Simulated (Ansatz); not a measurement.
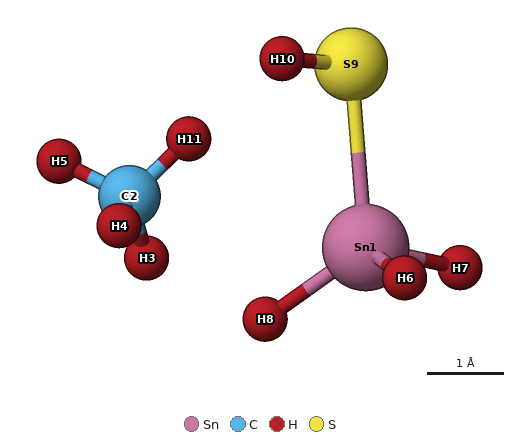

*The input geometry (ball-and-stick view, seen at a tilt; atoms are numbered from 1 in the order of the input). Sticks mark near contacts.*

Bond lengths as drawn: C–H 1.09 to 1.10 Å, H–S 1.34 Å, H–Sn 1.68 to 1.71 Å and S–Sn 2.44 Å.

Geometry relaxation, with input and output: CH8SSn

System: CH8SSn.
Method: RKS BHLYP-D4/def2-SVP (Ansatz 0.2.0).

It belongs to a series of runs on one base structure; here: end point B relaxed. Figures and captions count atoms from 1; the log counts them from 0 in places.

## Log
```
The last accepted step is kept in [file] (removed where the run ends without a failure and the disk answers)
Engine: ansatz 0.2.0, aarch64-unknown-linux-gnu
Functional definition: BHLYP
  parameter a = 0.5
  exchange = (1 - a)*b88_x + a*exact_x
  correlation = lyp_c
1141 factors; integrals over basis functions are off by at most 3.2e-4 eV
mean field evaluation 1: about -17824.0172 eV, gradient 3.3e1 eV
mean field evaluation 2: about -17825.2036 eV, gradient 2.5e1 eV
mean field evaluation 4: about -17826.8134 eV, gradient 1.7e-1 eV
mean field evaluation 8: about -17826.8613 eV, gradient 7.0e-3 eV
mean field -17826.86132844 eV, -655.1250703394 hartree, gradient 5.8e-5 eV, S^2 0.000000; 0 other end points of the search recorded, 0 dependent functions left out
the calculation of the forces begins
reference -17826.86151351 eV, -655.1250771406 hartree; 26, 26 occupied and 72, 72 virtual orbitals, 1141 factors
relax step   1: F+E_penalty+E_count = -17827.14672393 eV  Δ(F+E_penalty+E_count) = +0.000e0 eV  max|allowed force component| = 8.165e-1 eV/Å  Δτ_max = 0.0000 Å  (23 SCF iters, accepted)
these checks for a lower state are left out or cut short: starts, cluster_reference, orbital_swaps, neighbouring_geometries, increment
1141 factors; integrals over basis functions are off by at most 3.2e-4 eV
mean field evaluation 16: about -17827.0039 eV, gradient 5.4e-2 eV
mean field -17827.04953173 eV, -655.1319866828 hartree, gradient 1.3e-5 eV, S^2 0.000000; 0 other end points of the search recorded, 0 dependent functions left out
[... from here on the field's lines of each further geometry are left out, up to the last ...]
relax step   2: F+E_penalty+E_count = -17827.31992395 eV  Δ(F+E_penalty+E_count) = -1.732e-1 eV  max|allowed force component| = 2.316e-1 eV/Å  Δτ_max = 0.1942 Å  (29 SCF iters, accepted)
relax step   3: F+E_penalty+E_count = -17827.37516358 eV  Δ(F+E_penalty+E_count) = -5.524e-2 eV  max|allowed force component| = 5.206e-1 eV/Å  Δτ_max = 0.2000 Å  (29 SCF iters, accepted)
relax step   4: F+E_penalty+E_count = -17827.40517546 eV  Δ(F+E_penalty+E_count) = -3.001e-2 eV  max|allowed force component| = 1.938e-1 eV/Å  Δτ_max = 0.2000 Å  (29 SCF iters, accepted)
relax step   5: F+E_penalty+E_count = -17827.41675077 eV  Δ(F+E_penalty+E_count) = -1.158e-2 eV  max|allowed force component| = 1.288e-1 eV/Å  Δτ_max = 0.0549 Å  (30 SCF iters, accepted)
relax step   6: F+E_penalty+E_count = -17827.42162344 eV  Δ(F+E_penalty+E_count) = -4.873e-3 eV  max|allowed force component| = 7.639e-2 eV/Å  Δτ_max = 0.0626 Å  (30 SCF iters, accepted)
relax step   7: F+E_penalty+E_count = -17827.42303239 eV  Δ(F+E_penalty+E_count) = -1.409e-3 eV  max|allowed force component| = 1.292e-2 eV/Å  Δτ_max = 0.0448 Å  (29 SCF iters, accepted)
relax step   8: F+E_penalty+E_count = -17827.42385812 eV  Δ(F+E_penalty+E_count) = -8.257e-4 eV  max|allowed force component| = 3.919e-2 eV/Å  Δτ_max = 0.0586 Å  (29 SCF iters, accepted)
relax step   9: F+E_penalty+E_count = -17827.42411335 eV  Δ(F+E_penalty+E_count) = -2.552e-4 eV  max|allowed force component| = 3.715e-2 eV/Å  Δτ_max = 0.0297 Å  (29 SCF iters, accepted)
relax step  10: F+E_penalty+E_count = -17827.42420240 eV  Δ(F+E_penalty+E_count) = -8.904e-5 eV  max|allowed force component| = 2.970e-2 eV/Å  Δτ_max = 0.0206 Å  (29 SCF iters, accepted)
relax step  11: F+E_penalty+E_count = -17827.42400301 eV  Δ(F+E_penalty+E_count) = +1.994e-4 eV  max|allowed force component| = 3.799e-2 eV/Å  Δτ_max = 0.0327 Å  (30 SCF iters, rejected (line search))
the calculation of the forces begins
reference -17827.18615842 eV, -655.1370076212 hartree; 26, 26 occupied and 72, 72 virtual orbitals, 1141 factors
relax step  12: F+E_penalty+E_count = -17827.42424850 eV  Δ(F+E_penalty+E_count) = -4.610e-5 eV  max|allowed force component| = 1.265e-2 eV/Å  Δτ_max = 0.0162 Å  (22 SCF iters, accepted)
1141 factors; integrals over basis functions are off by at most 3.3e-4 eV
mean field evaluation 96: about -17827.1427 eV, gradient 2.6e-1 eV
```

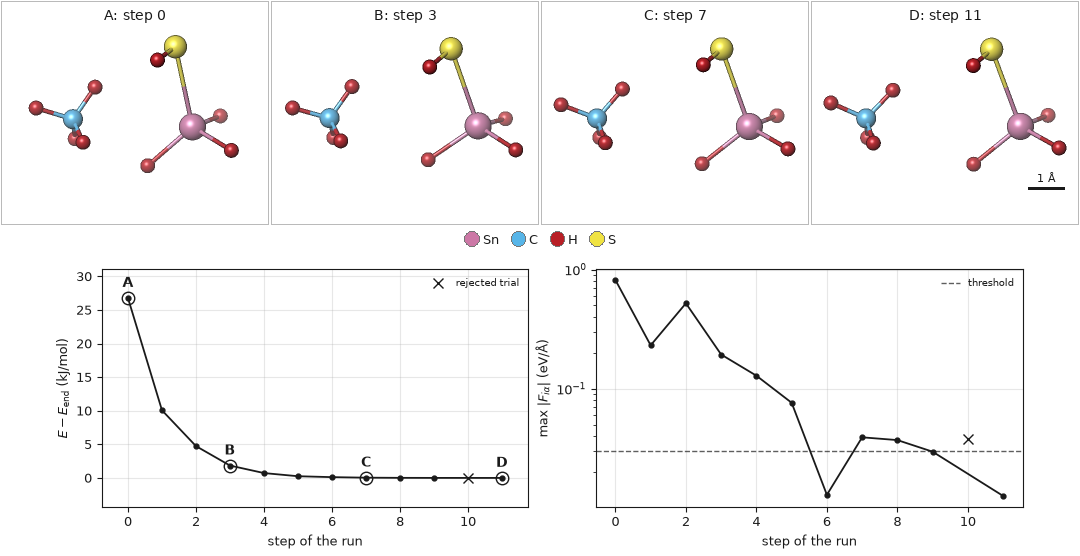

*Frames of the relaxation (ball-and-stick view, seen at a tilt) above the curves, on which the letters mark them (the first geometry is step 0 here and step 1 in the log).*

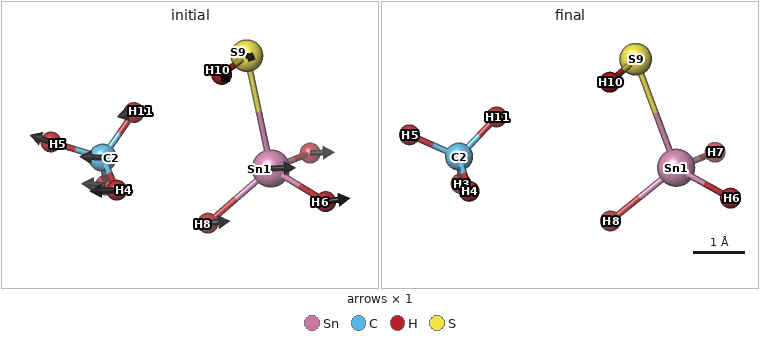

*Before (left) and after (right) the relaxation, at one scale (ball-and-stick view, seen at a tilt). The black arrows give the displacements, at true length.*

H4 moves most after the best rigid fit: 0.55 Å. By element the largest moves are H 0.55 Å, Sn 0.51 Å, C 0.47 Å, S 0.20 Å. Distances before and after: Sn1–H8 1.684 → 1.703 Å, Sn1–S9 2.438 → 2.431 Å, C2–H11 1.097 → 1.091 Å. Among the angles that change: H8–Sn1–S9 119.9° → 109.6°, H6–Sn1–S9 105.6° → 108.9°, H7–Sn1–S9 102.0° → 104.7°. The energy falls by 26.8 kJ/mol in 11 geometry steps. Largest force component: 0.82 eV/Å at the start, 0.013 eV/Å at the end. The line search rejected the trial step at point 10 (counted from 0) and went back. (Atoms are counted from 1 in the order of the input.)

```
mean field -17827.18596358 eV, -655.1370004610 hartree, gradient 2.2e-5 eV, S^2 0.000000; 1 other end points of the search recorded, 0 dependent functions left out
the calculation of the forces begins
reference -17827.18615842 eV, -655.1370076212 hartree; 26, 26 occupied and 72, 72 virtual orbitals, 1141 factors
Total energy: -17827.42444333 eV, -655.1457644302 hartree
Atom 0 at     0.485596     0.500704    -0.888864 Å, force     0.012645    -0.004855     0.006199 eV/Å
Atom 1 at    -0.076528     0.064567     3.407335 Å, force    -0.001048     0.008244     0.003248 eV/Å
Atom 2 at    -1.083954    -0.238706     3.116345 Å, force     0.004204     0.003193     0.002070 eV/Å
Atom 3 at     0.613750    -0.762108     3.227729 Å, force     0.000867     0.002081     0.000069 eV/Å
Atom 4 at    -0.066802     0.320303     4.468552 Å, force    -0.000943    -0.003481    -0.009127 eV/Å
Atom 5 at     1.702770    -0.199844    -1.855079 Å, force    -0.008796    -0.000748    -0.007040 eV/Å
Atom 6 at    -0.717301     1.237588    -1.838183 Å, force     0.004113    -0.000152    -0.000848 eV/Å
Atom 7 at    -0.176497    -0.660563     0.166085 Å, force    -0.003663    -0.001556    -0.000934 eV/Å
Atom 8 at     1.451826     2.319935     0.401569 Å, force     0.000518     0.003770     0.005813 eV/Å
Atom 9 at     2.363183     1.548291     1.013784 Å, force    -0.004565     0.003009    -0.003421 eV/Å
Atom 10 at     0.227259     0.931235     2.818025 Å, force    -0.003333    -0.009504     0.003972 eV/Å
Dipole moment:    -0.002499    -0.326688    -0.122171 e Å
```

## Trajectory as extended XYZ (Å, eV, eV/Å), 12 frames, from step=1 to step=12
```
11
Properties=species:S:1:pos:R:3:forces:R:3 step=1 energy=-17827.14672
Sn    0.3922    0.4175   -0.3993    0.1803   0.1192  -0.8165
C    -0.0178    0.1144    2.9411   -0.0523   0.2837   0.7724
H    -1.0135   -0.1972    2.6277    0.0042  -0.0026  -0.0129
H     0.7072   -0.6605    2.6909    0.0161   0.0473  -0.0689
H    -0.0195    0.2418    4.0266   -0.0152  -0.0111   0.0296
H     1.5691   -0.3272   -1.3890   -0.0118  -0.0071  -0.0119
H    -0.8121    1.1528   -1.3546   -0.0008   0.0078   0.0083
H    -0.2922   -0.7592    0.5916   -0.0070  -0.0135   0.0182
S     1.4989    2.3490    0.5958   -0.0084  -0.0254  -0.0175
H     2.4632    1.6517    1.2174   -0.0200  -0.0044  -0.0259
H     0.2479    1.0783    2.4889   -0.0849  -0.3938   0.1251
11
Properties=species:S:1:pos:R:3:forces:R:3 step=2 energy=-17827.31992
Sn    0.4283    0.4360   -0.5892    0.0290   0.0323   0.2316
C    -0.0391    0.1027    3.0759    0.0200   0.0625   0.1491
H    -1.0282   -0.2104    2.7414   -0.0343  -0.0115   0.0544
H     0.6900   -0.6584    2.7909   -0.0026   0.0153   0.0472
H    -0.0349    0.2260    4.1586   -0.0270  -0.0432   0.0780
H     1.6192   -0.3494   -1.5023    0.0313  -0.0110  -0.2250
H    -0.8291    1.1846   -1.4464    0.0528   0.0167  -0.1763
H    -0.2493   -0.7019    0.4845    0.0695   0.0909  -0.0580
S     1.5027    2.3322    0.5221   -0.0397  -0.0235  -0.0438
H     2.4436    1.6466    1.1934   -0.0846  -0.0648  -0.0913
H     0.2200    1.0535    2.6084   -0.0144  -0.0637   0.0342
11
Properties=species:S:1:pos:R:3:forces:R:3 step=3 energy=-17827.37516
Sn    0.4839    0.4691   -0.6988   -0.1988   0.1040  -0.2894
C    -0.0624    0.0855    3.2361    0.0341   0.0837   0.0839
H    -1.0470   -0.2361    2.8974   -0.0430  -0.0071  -0.0091
H     0.6766   -0.6672    2.9587    0.0232  -0.0177  -0.0053
H    -0.0695    0.2020    4.3205   -0.0124  -0.0166   0.0349
H     1.6448   -0.3031   -1.6783    0.0186   0.0230  -0.0185
H    -0.7396    1.2206   -1.6061   -0.0483  -0.0673  -0.1205
H    -0.1916   -0.6659    0.3694    0.0474   0.0418   0.1008
S     1.5055    2.3772    0.3965    0.2596  -0.5206   0.2863
H     2.3309    1.5386    1.0685   -0.0730   0.4174  -0.0506
H     0.1919    1.0408    2.7734   -0.0074  -0.0407  -0.0126
11
Properties=species:S:1:pos:R:3:forces:R:3 step=4 energy=-17827.40517
Sn    0.4685    0.5107   -0.8251    0.0515  -0.1938   0.1571
C    -0.0617    0.0852    3.3148    0.0185  -0.0461  -0.1007
H    -1.0443   -0.2180    2.9479    0.0078   0.0101   0.0378
H     0.6710   -0.6761    3.0370   -0.0158   0.0024   0.0418
H    -0.0883    0.1897    4.3989   -0.0082  -0.0012   0.0613
H     1.6565   -0.2597   -1.7782   -0.0300   0.0304  -0.0091
H    -0.7786    1.1466   -1.7878    0.0351   0.1010   0.0177
H    -0.1453   -0.5689    0.3440   -0.0239  -0.0351  -0.1121
S     1.5018    2.3211    0.4264    0.0813   0.0086  -0.0061
H     2.3259    1.4969    1.1029   -0.1081   0.0927  -0.0903
H     0.2176    1.0339    2.8564   -0.0083   0.0311   0.0025
11
Properties=species:S:1:pos:R:3:forces:R:3 step=5 energy=-17827.41675
Sn    0.4712    0.4949   -0.7907    0.0266  -0.0588  -0.0629
C    -0.0661    0.0796    3.3045    0.0223   0.0139  -0.0042
H    -1.0521   -0.2278    2.9527   -0.0085   0.0058   0.0073
H     0.6636   -0.6881    3.0394   -0.0003   0.0028   0.0088
H    -0.0864    0.2013    4.3879   -0.0075  -0.0023   0.0338
H     1.6494   -0.2670   -1.7621   -0.0153   0.0139   0.0035
H    -0.7586    1.1768   -1.7465    0.0127   0.0427   0.0094
H    -0.1651   -0.6110    0.3325   -0.0161  -0.0204   0.0040
S     1.5081    2.3408    0.4012    0.0884  -0.1070   0.0825
H     2.3483    1.5374    1.0840   -0.0939   0.1288  -0.0786
H     0.2110    1.0246    2.8344   -0.0086  -0.0193  -0.0036
11
Properties=species:S:1:pos:R:3:forces:R:3 step=6 energy=-17827.42162
Sn    0.4767    0.4827   -0.8224    0.0039   0.0350  -0.0108
C    -0.0649    0.0798    3.3362   -0.0026  -0.0065  -0.0028
H    -1.0550   -0.2206    2.9888   -0.0029   0.0046   0.0073
H     0.6541   -0.7027    3.0860    0.0046  -0.0041   0.0114
H    -0.0863    0.2212    4.4179    0.0018   0.0022   0.0069
H     1.6634   -0.2577   -1.7967   -0.0011  -0.0004  -0.0012
H    -0.7356    1.2080   -1.7693    0.0038  -0.0038  -0.0014
H    -0.1763   -0.6388    0.2775   -0.0064  -0.0142  -0.0051
S     1.4812    2.3284    0.4027   -0.0736   0.0324  -0.0626
H     2.3413    1.5504    1.0697    0.0764  -0.0475   0.0575
H     0.2247    1.0106    2.8469   -0.0040   0.0022   0.0007
11
Properties=species:S:1:pos:R:3:forces:R:3 step=7 energy=-17827.42303
Sn    0.4787    0.4872   -0.8356   -0.0069  -0.0002   0.0001
C    -0.0696    0.0742    3.3539   -0.0017  -0.0088   0.0093
H    -1.0641   -0.2224    3.0161   -0.0008  -0.0007   0.0047
H     0.6401   -0.7230    3.1235   -0.0014   0.0007   0.0036
H    -0.0873    0.2425    4.4321    0.0006   0.0050  -0.0029
H     1.6722   -0.2450   -1.8083   -0.0011   0.0041   0.0014
H    -0.7318    1.2134   -1.7843    0.0054  -0.0008   0.0005
H    -0.1793   -0.6462    0.2520    0.0045   0.0035  -0.0129
S     1.4698    2.3295    0.4032    0.0012  -0.0093  -0.0037
H     2.3652    1.5620    1.0434   -0.0011   0.0038  -0.0016
H     0.2295    0.9893    2.8414    0.0014   0.0026   0.0015
11
Properties=species:S:1:pos:R:3:forces:R:3 step=8 energy=-17827.42386
Sn    0.4822    0.4919   -0.8598   -0.0100  -0.0022   0.0069
C    -0.0735    0.0685    3.3815    0.0101  -0.0007   0.0102
H    -1.0737   -0.2259    3.0581    0.0064   0.0004   0.0039
H     0.6250   -0.7460    3.1752   -0.0167   0.0208   0.0079
H    -0.0849    0.2730    4.4545    0.0059   0.0020  -0.0392
H     1.6854   -0.2263   -1.8305    0.0008   0.0023   0.0018
H    -0.7227    1.2247   -1.8105    0.0029  -0.0039   0.0019
H    -0.1810   -0.6548    0.2119    0.0079   0.0102  -0.0134
S     1.4571    2.3276    0.4015    0.0164  -0.0167   0.0075
H     2.3743    1.5660    1.0189   -0.0171   0.0106  -0.0112
H     0.2353    0.9627    2.8365   -0.0065  -0.0229   0.0236
11
Properties=species:S:1:pos:R:3:forces:R:3 step=9 energy=-17827.42411
Sn    0.4849    0.4970   -0.8764   -0.0033  -0.0011   0.0048
C    -0.0752    0.0656    3.3981    0.0102   0.0004   0.0002
H    -1.0783   -0.2304    3.0848    0.0080   0.0026   0.0041
H     0.6188   -0.7553    3.2026   -0.0156   0.0207   0.0090
H    -0.0806    0.2893    4.4672    0.0060   0.0003  -0.0372
H     1.6929   -0.2158   -1.8450   -0.0002   0.0007  -0.0014
H    -0.7192    1.2291   -1.8280    0.0020   0.0002   0.0003
H    -0.1784   -0.6542    0.1895    0.0035   0.0046  -0.0048
S     1.4568    2.3276    0.3946    0.0051  -0.0144   0.0053
H     2.3669    1.5597    1.0139   -0.0074   0.0085  -0.0046
H     0.2346    0.9489    2.8360   -0.0083  -0.0227   0.0243
11
Properties=species:S:1:pos:R:3:forces:R:3 step=10 energy=-17827.42420
Sn    0.4861    0.4985   -0.8849    0.0072  -0.0020  -0.0029
C    -0.0763    0.0639    3.4059    0.0060   0.0073   0.0004
H    -1.0820   -0.2352    3.1044    0.0082   0.0048   0.0034
H     0.6146   -0.7615    3.2199   -0.0086   0.0145   0.0060
H    -0.0738    0.3059    4.4709    0.0033  -0.0031  -0.0297
H     1.6954   -0.2096   -1.8552    0.0015  -0.0008  -0.0003
H    -0.7150    1.2345   -1.8373   -0.0004   0.0017   0.0036
H    -0.1781   -0.6567    0.1749   -0.0028  -0.0031   0.0019
S     1.4543    2.3241    0.3952   -0.0047   0.0127   0.0021
H     2.3662    1.5602    1.0154   -0.0012  -0.0101  -0.0033
H     0.2319    0.9374    2.8281   -0.0086  -0.0220   0.0188
11
Properties=species:S:1:pos:R:3:forces:R:3 step=11 energy=-17827.42400 accepted=F
Sn    0.4927    0.5009   -0.8954   -0.0237   0.0173  -0.0226
C    -0.0778    0.0619    3.4158    0.0008   0.0292   0.0107
H    -1.0881   -0.2434    3.1355    0.0156   0.0122   0.0051
H     0.6086   -0.7702    3.2456    0.0003   0.0089   0.0021
H    -0.0610    0.3353    4.4734   -0.0025  -0.0144  -0.0380
H     1.7030   -0.2007   -1.8694    0.0050   0.0066   0.0079
H    -0.7066    1.2464   -1.8424   -0.0056  -0.0073  -0.0086
H    -0.1763   -0.6609    0.1532   -0.0005  -0.0121   0.0108
S     1.4450    2.3227    0.4005    0.0220  -0.0234   0.0055
H     2.3581    1.5505    1.0095    0.0028   0.0177   0.0082
H     0.2258    0.9190    2.8109   -0.0143  -0.0348   0.0189
11
Properties=species:S:1:pos:R:3:forces:R:3 step=12 energy=-17827.42425
Sn    0.4856    0.5007   -0.8889    0.0126  -0.0049   0.0062
C    -0.0765    0.0646    3.4073   -0.0010   0.0082   0.0032
H    -1.0840   -0.2387    3.1163    0.0042   0.0032   0.0021
H     0.6138   -0.7621    3.2277    0.0009   0.0021   0.0001
H    -0.0668    0.3203    4.4686   -0.0009  -0.0035  -0.0091
H     1.7028   -0.1998   -1.8551   -0.0088  -0.0007  -0.0070
H    -0.7173    1.2376   -1.8382    0.0041  -0.0002  -0.0008
H    -0.1765   -0.6606    0.1661   -0.0037  -0.0016  -0.0009
S     1.4518    2.3199    0.4016    0.0005   0.0038   0.0058
H     2.3632    1.5483    1.0138   -0.0046   0.0030  -0.0034
H     0.2273    0.9312    2.8180   -0.0033  -0.0095   0.0040
```

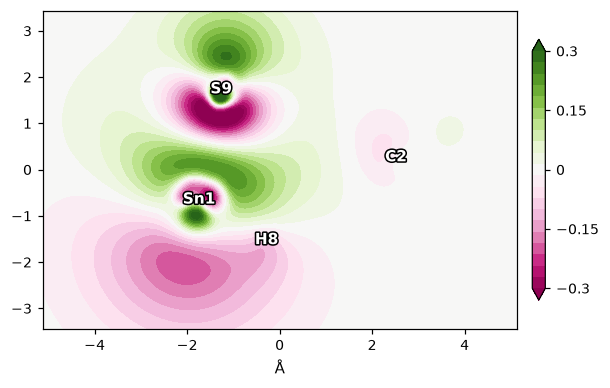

*One frontier orbital on the plane of atoms H8, Sn1 and S9 (values in Å⁻³ᐟ²; the overall sign is arbitrary).*

The LUMO, at 0.48 eV. By Hirshfeld shares it lies mainly on Sn1 (55 %) and S9 (25 %).

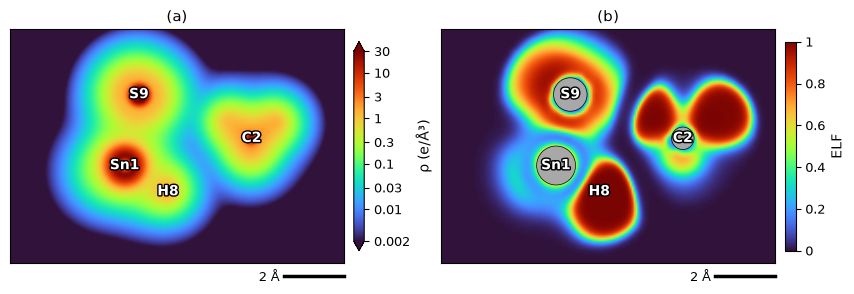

*(a) total electron density; (b) electron localisation function on the plane of atoms H8, Sn1 and S9. Grey discs, where drawn, cover atomic cores.*

The section cuts through Sn, C, H and S sites.

The run was set up as follows.

## Input file
```yaml
crystal:
  periodic: [false, false, false]
  atoms:
    - { symbol: Sn, position_ang: [0.392221, 0.417489, -0.399273] }
    - { symbol: C, position_ang: [-0.017837, 0.1144, 2.941071] }
    - { symbol: H, position_ang: [-1.013507, -0.197186, 2.627716] }
    - { symbol: H, position_ang: [0.707159, -0.660469, 2.690931] }
    - { symbol: H, position_ang: [-0.019486, 0.241819, 4.026645] }
    - { symbol: H, position_ang: [1.569089, -0.327191, -1.389023] }
    - { symbol: H, position_ang: [-0.812103, 1.152764, -1.354573] }
    - { symbol: H, position_ang: [-0.292183, -0.759208, 0.591609] }
    - { symbol: S, position_ang: [1.498937, 2.349002, 0.595839] }
    - { symbol: H, position_ang: [2.46316, 1.651706, 1.21743] }
    - { symbol: H, position_ang: [0.247852, 1.078275, 2.488927] }
basis:
  gaussian: { orbitals: def2-SVP }
hamiltonian:
  xc: { name: BHLYP }
  dispersion: d4
relax:
  f_tol: 0.03
  max_steps: 50
output:
  orbitals: {}
```

Launched with:
```bash
ansatz run input.yaml --threads 2 --pin off --max-ram 3072MiB --backend cpu --events-out ev --progress --plain --runs-dir out
```

## Summary

- outcome: converged
- total energy: −17827.4244 eV
- mean-field energy: −17827.1862 eV
- largest force (length of the vector) at the end: 0.015 eV/Å
- hardware: 2 threads of Arm Neoverse V2, 24 GiB of memory available, shared host
- wall time: 32 s (CPU time 61 s)
- peak memory: 0.22 GiB
